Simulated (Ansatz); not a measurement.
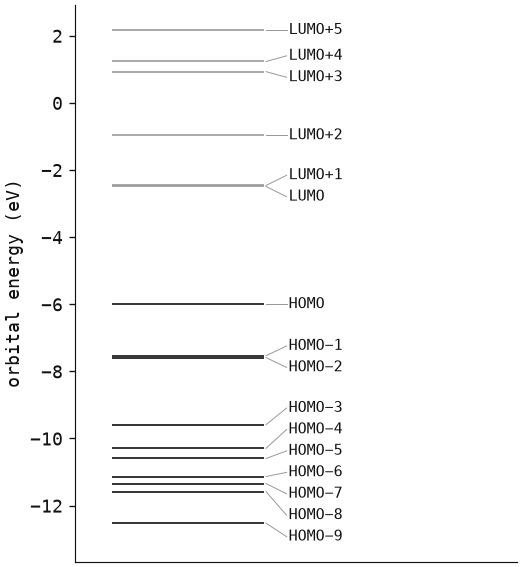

Kohn-Sham orbital energies near the frontier, r2SCAN/def2-TZVPP, the Ansatz code 0.2.0, at a PBE0-D4/def2-TZVP geometry (a minimum by its frequencies), isolated molecule; empty levels in grey, levels within 0.03 eV side by side.

Question: Which molecule has this level scheme?
A. C₂H₄BCl₂N, SMILES CB(Cl)/N=C\Cl
B. MoHOF₅, SMILES [OH][Mo]([F])([F])([F])([F])[F], singlet
C. CH₆B₂FGa, SMILES C[B]([GaH2])BF, singlet
D. CH₇GeNO, SMILES N[CH2][GeH2][OH], singlet

Answer: Option C. HOMO −6.00 eV, LUMO −2.49 eV, separation 3.51 eV.

Known limits of this run: no scalar relativity up to krypton; one conformer of a flexible molecule; empty levels above zero depend strongly on the basis.
